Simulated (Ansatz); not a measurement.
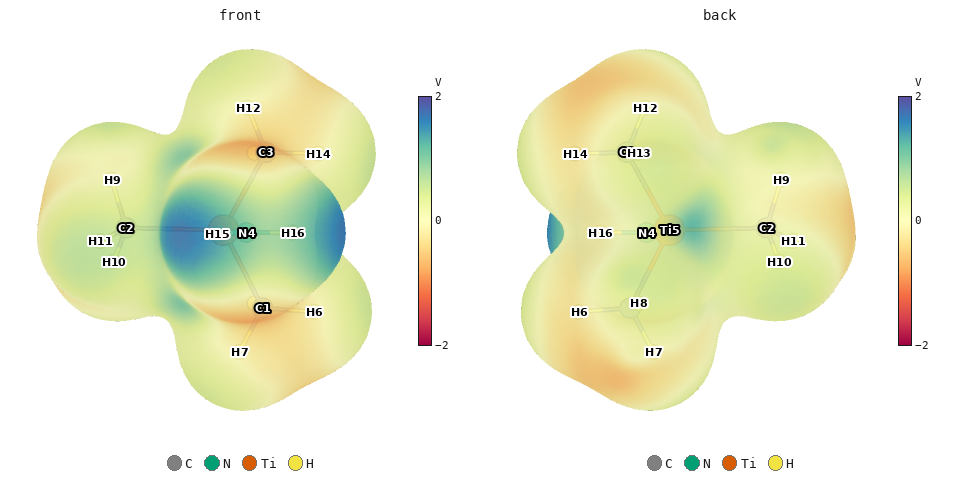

C₃H₁₁NTi. The electrostatic potential painted on the density surface at 0.002 e/bohr³, seen from the front and from behind; red is negative and blue positive.

Geometry: PBE0-D4/def2-SVP.

Computed with isolated molecule in a Gaussian basis; Kohn-Sham density functional theory, functional PBE0 in Ansatz 0.2.0.

Input file:

```
crystal:
  periodic: [false, false, false]
  atoms:
    - symbol: C
      position_ang: [-0.826836, 0.224186, -1.771373]
    - symbol: C
      position_ang: [2.038955, 0.272646, 0.023879]
    - symbol: C
      position_ang: [-0.600785, -1.658319, 0.893666]
    - symbol: "N"
      position_ang: [-0.786322, 1.524845, 1.143092]
    - symbol: Ti
      position_ang: [-0.017684, 0.171041, 0.129717]
    - symbol: H
      position_ang: [-1.929385, 0.215934, -1.748664]
    - symbol: H
      position_ang: [-0.490670, 1.138121, -2.291785]
    - symbol: H
      position_ang: [-0.474193, -0.658494, -2.334349]
    - symbol: H
      position_ang: [2.485038, -0.508672, 0.664460]
    - symbol: H
      position_ang: [2.364002, 0.105860, -1.018434]
    - symbol: H
      position_ang: [2.408596, 1.259126, 0.354674]
    - symbol: H
      position_ang: [-0.210881, -1.788076, 1.917959]
    - symbol: H
      position_ang: [-0.188568, -2.455311, 0.248865]
    - symbol: H
      position_ang: [-1.699534, -1.754114, 0.917553]
    - symbol: H
      position_ang: [-0.306522, 2.293563, 1.606180]
    - symbol: H
      position_ang: [-1.788214, 1.594868, 1.308762]
basis:
  gaussian:
    orbitals: def2-SVPD
total_charge: 0
hamiltonian:
  xc: pbe0
output: {forces: true, orbitals: {seedname: orbitals}}
```

Run with:

```sh
ansatz run input.yaml --threads 2 --pin off --max-ram 6090MiB --events-out events.jsonl --progress --plain --runs-dir runs
```

Describe the electrostatic potential map.

Answer. The most negative region (about −0.8 V) lies over N4, the most positive (about +1.7 V) over H15 and H16.

What dipole moment does the calculation give?

Answer. Its dipole moment is 1.29 D.
